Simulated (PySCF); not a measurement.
The calculation's input:

```
{"job": {"kind": "uv", "xc": "PBE0", "basis": "def2-SVPD", "nstates": 6, "ntriplets": 2}, "charge": 0, "multiplicity": 1}
N      2.400389    -0.849972     0.805183
P      0.732484    -0.719698     1.082723
C     -0.007755    -1.265207    -0.549643
C     -1.434087    -0.733220    -0.691229
C     -1.434563     0.777460    -0.763824
O     -1.820431     1.379487    -1.733920
C     -0.889769     1.471437     0.463770
C      0.573395     1.092779     0.696145
H      2.815558    -1.682332     1.201101
H      2.698310    -0.734259    -0.158162
H      0.614738    -0.905218    -1.377311
H     -0.019197    -2.358404    -0.584502
H     -2.022024    -1.045401     0.175140
H     -1.900188    -1.129716    -1.596671
H     -0.986905     2.551496     0.330408
H     -1.482586     1.168543     1.330787
H      0.974972     1.655604     1.541845
H      1.178900     1.332939    -0.183497
```

Run with:

```sh
OMP_NUM_THREADS=1 python probes_run.py task.json out
```

Geometry: GFN2-xTB.

Theory: PySCF, PBE0/def2-SVPD, SCF density, gas phase.

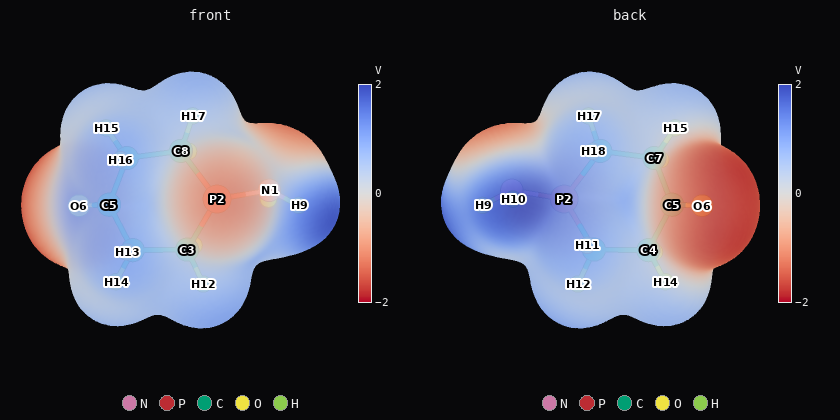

C$_{5}$H$_{10}$NOP (SMILES NP1CCC(=O)CC1). The electrostatic potential painted on the density surface at 0.002 e/bohr³, seen from the front and from behind; the colour scale runs from red (negative) to blue (positive).

> Describe the electrostatic potential map.

The most negative region (about −1.8 V) lies over O6, the most positive (about +1.8 V) over H9 and H10. O6 is the likeliest acceptor of a hydrogen bond.

> What dipole moment does the calculation give?

Its dipole moment is 2.79 D.
